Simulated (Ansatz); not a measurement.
# Geometry relaxation, with input and output: CH5F2NSi (part 2 of 2)

The same run, continued: CH5F2NSi; RKS B3LYP/def2-SVP (Ansatz 0.2.0). It belongs to a series of runs on one base structure; here: end point A relaxed.

Trajectory as extended XYZ, continued:
```
10
Properties=species:S:1:pos:R:3:forces:R:3 step=9 energy=-15912.17131
F    -1.2780   -2.1413   -0.2661    0.0034   0.0017   0.0057
C    -0.8708   -1.0208    0.3821    0.0635   0.0002  -0.0302
F    -0.0471   -1.3984    1.4087   -0.0197  -0.0344   0.0249
N    -0.1811   -0.1900   -0.5256   -0.0034   0.0601  -0.0847
Si    0.8872    1.1499   -0.1522   -0.1136   0.0626   0.0628
H    -1.7606   -0.5667    0.8589    0.0102   0.0492  -0.0027
H    -0.2021   -0.5388   -1.4786    0.0081  -0.0882   0.0272
H     2.0955    0.7767    0.6348    0.0174  -0.0250  -0.0148
H     0.1392    2.1894    0.6177    0.0445  -0.0168   0.0058
H     1.3009    1.6889   -1.4769   -0.0107  -0.0094   0.0059
10
Properties=species:S:1:pos:R:3:forces:R:3 step=10 energy=-15912.18049
F    -1.2864   -2.1357   -0.2604    0.0156   0.0088   0.0144
C    -0.8810   -1.0091    0.3774    0.0174   0.0207   0.0130
F    -0.0666   -1.3806    1.4171   -0.0339  -0.0488  -0.0058
N    -0.1884   -0.1866   -0.5348   -0.0256  -0.0726  -0.3651
Si    0.8774    1.1529   -0.1506    0.0221   0.0386   0.0274
H    -1.7716   -0.5429    0.8421    0.0432   0.0307  -0.0064
H    -0.1265   -0.5994   -1.4692    0.0039   0.0604   0.3373
H     2.1203    0.7703    0.5835   -0.0385  -0.0010  -0.0091
H     0.1432    2.1624    0.6723    0.0314  -0.0597  -0.0368
H     1.2627    1.7175   -1.4746   -0.0356   0.0230   0.0312
10
Properties=species:S:1:pos:R:3:forces:R:3 step=11 energy=-15912.18527
F    -1.3161   -2.1183   -0.2518    0.0151   0.0274   0.0347
C    -0.8939   -0.9902    0.3718    0.0017   0.0425   0.0234
F    -0.0914   -1.3685    1.4217   -0.0394  -0.0750  -0.0145
N    -0.1892   -0.1893   -0.5506    0.0979  -0.4252  -0.8667
Si    0.8772    1.1483   -0.1587   -0.0134   0.1590   0.0637
H    -1.7752   -0.4956    0.8268    0.0892   0.0153  -0.0306
H    -0.0146   -0.6900   -1.4444   -0.1366   0.3713   0.8318
H     2.1494    0.7640    0.5323   -0.0749   0.0210  -0.0833
H     0.1405    2.1033    0.7285    0.0505  -0.0953  -0.0712
H     1.1962    1.7852   -1.4727    0.0098  -0.0411   0.1127
10
Properties=species:S:1:pos:R:3:forces:R:3 step=12 energy=-15912.22667
F    -1.4532   -2.0380   -0.2575   -0.0540   0.1217   0.0211
C    -0.8886   -0.9738    0.3691    0.1369  -0.2089  -0.0625
F    -0.1164   -1.4947    1.3875   -0.0919   0.0880  -0.0706
N    -0.1291   -0.2417   -0.5619   -0.0379  -0.0528  -0.2013
Si    0.8542    1.1599   -0.1739    0.0698   0.0324  -0.0094
H    -1.6807   -0.3698    0.8485    0.0453  -0.0262   0.0557
H     0.1340   -0.8049   -1.3757   -0.0287   0.0712   0.2806
H     2.1513    0.8275    0.4882   -0.0041   0.0271  -0.0201
H     0.0748    2.0381    0.7449   -0.0346  -0.0472  -0.0359
H     1.1366    1.8464   -1.4665   -0.0008  -0.0052   0.0425
10
Properties=species:S:1:pos:R:3:forces:R:3 step=13 energy=-15912.24307
F    -1.5908   -1.9358   -0.2737    0.1304  -0.1304   0.0248
C    -0.8799   -0.9692    0.3565   -0.2945   0.3807   0.3629
F    -0.0935   -1.5901    1.3004   -0.0995  -0.2292  -0.0180
N    -0.1188   -0.2550   -0.5754    0.0390  -0.0727  -0.1600
Si    0.8385    1.1716   -0.1926   -0.0481  -0.0068   0.0292
H    -1.5876   -0.3229    0.9108    0.1167  -0.0001  -0.0160
H     0.2519   -0.9141   -1.2567    0.1595   0.0819  -0.2038
H     2.1331    0.8678    0.4850    0.0140   0.0169   0.0002
H     0.0026    2.0079    0.7125   -0.0033  -0.0102  -0.0078
H     1.1275    1.8887   -1.4642   -0.0143  -0.0301  -0.0115
10
Properties=species:S:1:pos:R:3:forces:R:3 step=14 energy=-15912.25448
F    -1.6775   -1.8613   -0.2826    0.2599   0.2725   0.2761
C    -0.8737   -0.9624    0.3645   -0.0952  -0.1668   0.0951
F    -0.1282   -1.7087    1.2704   -0.3413   0.2350  -0.3166
N    -0.0716   -0.2880   -0.5696    0.0982  -0.2939  -0.0051
Si    0.8330    1.1766   -0.1964   -0.0845  -0.0264  -0.0416
H    -1.5042   -0.2575    0.9537    0.2099  -0.2700  -0.1395
H     0.3278   -0.9550   -1.2402   -0.0740   0.2435   0.1346
H     2.1398    0.9381    0.4870   -0.0260   0.0097   0.0047
H    -0.0572    1.9765    0.6913    0.0443   0.0006  -0.0002
H     1.0947    1.8903   -1.4753    0.0088  -0.0041  -0.0076
10
Properties=species:S:1:pos:R:3:forces:R:3 step=15 energy=-15912.25606
F    -1.7233   -1.7928   -0.3416   -0.0178  -0.0332   0.0137
C    -0.8868   -1.0109    0.3861    0.2957   0.4580  -0.0524
F    -0.2177   -1.8560    1.2310   -0.0496  -0.1493   0.0690
N    -0.0155   -0.3091   -0.4653    0.0439   0.1675  -0.1759
Si    0.8417    1.2098   -0.2079   -0.2528  -0.2330   0.1664
H    -1.4751   -0.3133    1.0083   -0.0339  -0.0632   0.0225
H     0.3643   -0.9073   -1.1952   -0.0166  -0.1616  -0.0399
H     2.1574    1.0353    0.4746    0.0342   0.0394  -0.0255
H    -0.0320    2.0549    0.6547    0.0066   0.0139  -0.0371
H     1.0701    1.8382   -1.5417   -0.0096  -0.0385   0.0592
10
Properties=species:S:1:pos:R:3:forces:R:3 step=16 energy=-15912.20444 accepted=F
F    -1.7240   -1.7328   -0.3612   -0.1913   0.1493   0.1371
C    -0.8756   -0.9667    0.3923    0.5270  -1.1598  -0.8741
F    -0.2019   -1.8865    1.1673   -0.0111   0.1763   0.1903
N    -0.0028   -0.3002   -0.4936   -0.5879   0.1598   0.9337
Si    0.8433    1.2059   -0.1885    0.0372   0.0018  -0.3847
H    -1.4707   -0.3562    1.0705   -0.0255   0.6048   0.1118
H     0.3261   -0.9800   -1.1714    0.2442   0.0978  -0.2486
H     2.1597    1.0931    0.5024    0.0065  -0.0730   0.0642
H    -0.0489    2.0775    0.6195   -0.0755  -0.0595   0.0536
H     1.0779    1.7948   -1.5345    0.0764   0.1026   0.0168
10
Properties=species:S:1:pos:R:3:forces:R:3 step=17 energy=-15912.27161
F    -1.7399   -1.7710   -0.3221    0.0609   0.0380   0.0370
C    -0.8703   -0.9930    0.3801   -0.0063   0.0442   0.0052
F    -0.2076   -1.8548    1.2232   -0.0147   0.0404  -0.0838
N    -0.0129   -0.3149   -0.4997   -0.0231  -0.0755   0.0509
Si    0.8292    1.1988   -0.2015   -0.0028  -0.0532  -0.0170
H    -1.4427   -0.2938    1.0144    0.0275   0.0176  -0.0091
H     0.3620   -0.9467   -1.2072    0.0175   0.0333  -0.0023
H     2.1458    1.0442    0.4862   -0.0103  -0.0111   0.0225
H    -0.0619    2.0355    0.6489   -0.0218  -0.0266  -0.0087
H     1.0814    1.8446   -1.5197   -0.0267  -0.0072   0.0051
10
Properties=species:S:1:pos:R:3:forces:R:3 step=18 energy=-15912.27502
F    -1.7676   -1.7319   -0.3061   -0.0050  -0.0018   0.0034
C    -0.8608   -0.9864    0.3811    0.0411   0.0069  -0.0570
F    -0.2080   -1.8741    1.2017   -0.0011   0.0088  -0.0191
N     0.0009   -0.3285   -0.5077   -0.0086   0.0488   0.0808
Si    0.8245    1.1927   -0.2050   -0.0146  -0.0374   0.0067
H    -1.3952   -0.2702    1.0281   -0.0036   0.0130   0.0173
H     0.3780   -0.9586   -1.2132    0.0066  -0.0411  -0.0186
H     2.1289    1.0548    0.5110   -0.0133   0.0020  -0.0119
H    -0.0973    2.0084    0.6327   -0.0036   0.0025  -0.0039
H     1.0796    1.8427   -1.5197    0.0022  -0.0018   0.0025
10
Properties=species:S:1:pos:R:3:forces:R:3 step=19 energy=-15912.27579
F    -1.7865   -1.7014   -0.3115    0.0084   0.0064  -0.0020
C    -0.8582   -0.9873    0.3821    0.0045  -0.0090  -0.0021
F    -0.2228   -1.9036    1.1839   -0.0002   0.0013  -0.0110
N     0.0166   -0.3358   -0.4961   -0.0178  -0.0161   0.0062
Si    0.8216    1.1948   -0.2073    0.0116   0.0080   0.0110
H    -1.3744   -0.2702    1.0434    0.0035   0.0100   0.0004
H     0.3960   -0.9694   -1.1986   -0.0045  -0.0042   0.0044
H     2.1269    1.0742    0.5090   -0.0024   0.0050  -0.0035
H    -0.1082    2.0085    0.6235   -0.0040   0.0001  -0.0019
H     1.0721    1.8392   -1.5256    0.0009  -0.0015  -0.0015
10
Properties=species:S:1:pos:R:3:forces:R:3 step=20 energy=-15912.27597
F    -1.8046   -1.6713   -0.3161    0.0187   0.0117   0.0188
C    -0.8558   -0.9898    0.3847   -0.0040  -0.0144   0.0066
F    -0.2365   -1.9349    1.1656   -0.0219   0.0226  -0.0174
N     0.0294   -0.3434   -0.4854    0.0096  -0.0096  -0.0054
Si    0.8202    1.1961   -0.2075    0.0062   0.0270  -0.0100
H    -1.3517   -0.2699    1.0592    0.0012  -0.0211  -0.0001
H     0.4080   -0.9770   -1.1882   -0.0024  -0.0030   0.0000
H     2.1268    1.0990    0.5098   -0.0096  -0.0081   0.0077
H    -0.1216    2.0087    0.6114    0.0057  -0.0031   0.0032
H     1.0690    1.8314   -1.5306   -0.0034  -0.0022  -0.0032
10
Properties=species:S:1:pos:R:3:forces:R:3 step=21 energy=-15912.27604
F    -1.8074   -1.6642   -0.3162    0.0085   0.0063   0.0096
C    -0.8542   -0.9894    0.3852   -0.0099  -0.0188   0.0067
F    -0.2384   -1.9404    1.1609   -0.0080   0.0144  -0.0104
N     0.0325   -0.3442   -0.4842   -0.0015  -0.0109  -0.0027
Si    0.8196    1.1980   -0.2098    0.0033   0.0025   0.0110
H    -1.3466   -0.2716    1.0640    0.0043  -0.0055  -0.0051
H     0.4098   -0.9792   -1.1865   -0.0002   0.0069   0.0004
H     2.1220    1.1009    0.5147    0.0033   0.0019  -0.0073
H    -0.1226    2.0095    0.6094   -0.0026   0.0024  -0.0065
H     1.0683    1.8296   -1.5348    0.0027   0.0009   0.0041
```

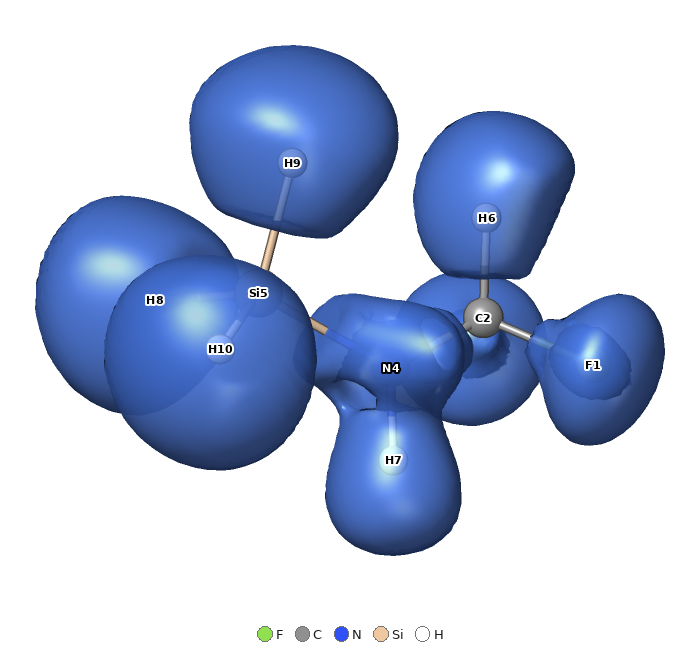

Figure 1. Isosurface of the electron localisation function at 0.75 (blue), seen at a tilt. Only the valence region is drawn (cores and ρ < 0.01 e/Å³ removed). Along the contacts the grid gives the following. C–F (1.36 Å): the ELF peaks at about 0.85 between the atoms (a polar covalent bond). C–N (1.40 Å): the ELF peaks at about 0.95 between the atoms, as expected for localised, shared-pair bonding.

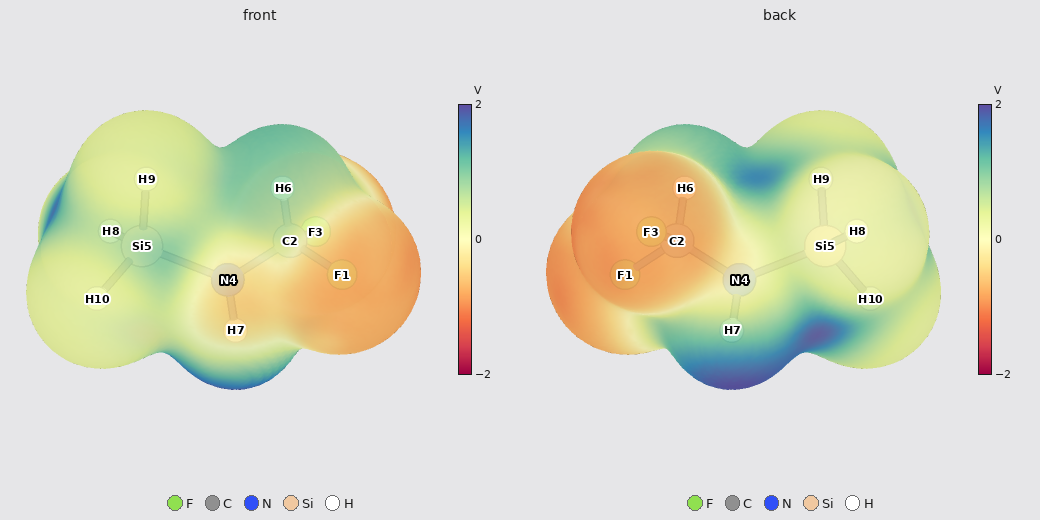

Figure 2. The electrostatic potential painted on the density surface at 0.002 e/bohr³, seen face on and from behind; red is negative and blue positive. A positive charge is drawn to the negative regions and a negative charge to the positive ones.

This output came from the following input.

The input:
```yaml
crystal:
  periodic: [false, false, false]
  atoms:
    - { symbol: F, position_ang: [-1.3554, -2.0748, -0.2302] }
    - { symbol: C, position_ang: [-0.7586, -1.0351, 0.4041] }
    - { symbol: F, position_ang: [0.0348, -1.6183, 1.2896] }
    - { symbol: "N", position_ang: [0.092, -0.3098, -0.5739] }
    - { symbol: Si, position_ang: [0.8685, 1.0793, -0.2125] }
    - { symbol: H, position_ang: [-1.4987, -0.4071, 0.9282] }
    - { symbol: H, position_ang: [-0.5624, -0.1606, -1.3611] }
    - { symbol: H, position_ang: [1.8879, 0.8218, 0.8644] }
    - { symbol: H, position_ang: [-0.1375, 2.0835, 0.3057] }
    - { symbol: H, position_ang: [1.5124, 1.57, -1.4115] }
basis:
  gaussian: { orbitals: def2-SVP }
hamiltonian:
  xc: b3lyp
relax:
  f_tol: 0.02
  max_steps: 50
output:
  orbitals: {}
```

Launch command:
```bash
ansatz run input.yaml --threads 2 --pin off --max-ram 3072MiB --backend cpu --events-out ev --progress --plain --runs-dir out
```

Results in brief:

| quantity | value |
| --- | --- |
| outcome | converged |
| total energy | −15912.2763 eV |
| mean-field energy | −15912.2763 eV |
| largest force (length of the vector) at the end | 0.022 eV/Å |
| hardware | 2 threads of AMD EPYC (Zen 5), 16 GiB of memory available, shared host |
| wall time | 24 s (CPU time 45 s) |
| peak memory | 0.22 GiB |
